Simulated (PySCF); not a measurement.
```xyz
2

Zr    0.0000    0.0000   -0.3316
F     0.0000    0.0000    1.5694
```

Core potentials replace the inner electrons of Zr.

Level of theory: PySCF, PBE0/cc-pVDZ(-PP), non-relativistic Hamiltonian with scalar-relativistic core potentials where named, at a bond length of 1.901 Å.

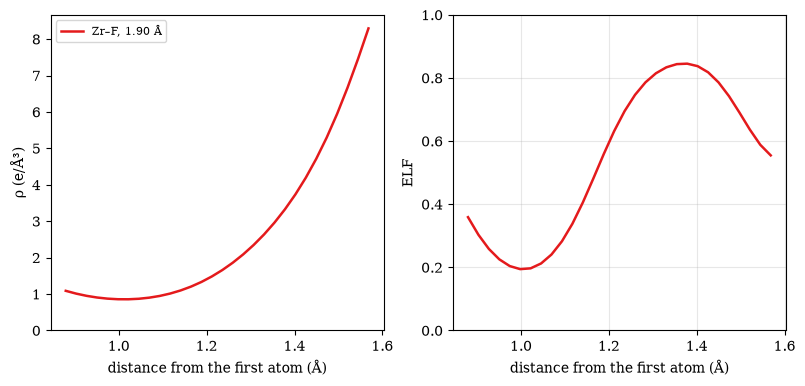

ZrF (quartet). Electron density and electron localisation function along straight lines between neighbouring atoms. The curves leave out the atomic cores.

What can be read from the curves?

Answer. Zr–F (1.90 Å): ρ is about 0.91 e/Å³ halfway; the ELF peaks at about 0.85 in the valence shell of F, 0.5 Å from its nucleus, and drops to about 0.20 between the two atoms.
